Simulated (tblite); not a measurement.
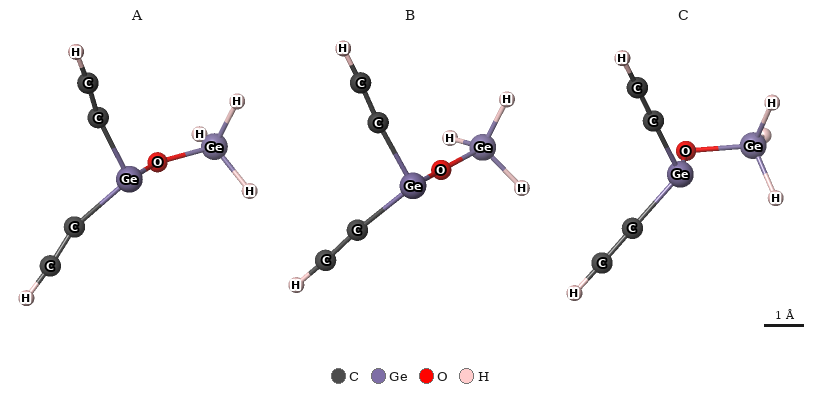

3 geometries from one relaxation of C4H5Ge2O (multiplicity 2), in shuffled order. Style: ball-and-stick. Shown from a free direction.

All numbers below come from GFN2-xTB geometry optimisation, gas phase (tblite). 

### Order the frames from highest to lowest energy.

C, A, B. They are steps 0, 21, 76, at +0.562 eV, +0.107 eV relative to the last. The atom that moves furthest after the best rigid fit is the O atom (1.27 Å). Largest moves by element: O 1.27 Å, H 1.11 Å, Ge 0.87 Å, C 0.26 Å. Some distances before and after: Ge–O 1.796 → 1.721 Å, Ge–H 1.570 → 1.503 Å, C–Ge 1.901 → 1.963 Å, Ge–H 1.546 → 1.503 Å. Bond angles that change, for instance: Ge–O–Ge 105.3° → 162.3°, C–Ge–O 109.8° → 100.6°, O–Ge–H 110.4° → 104.3°. Groups turn about Ge–O by about 35°, Ge–O by about 30°. Over 76 geometry steps the energy falls by 0.562 eV. Cost: 0.38 s on 1 thread of Arm Neoverse V2, with other jobs on the host.
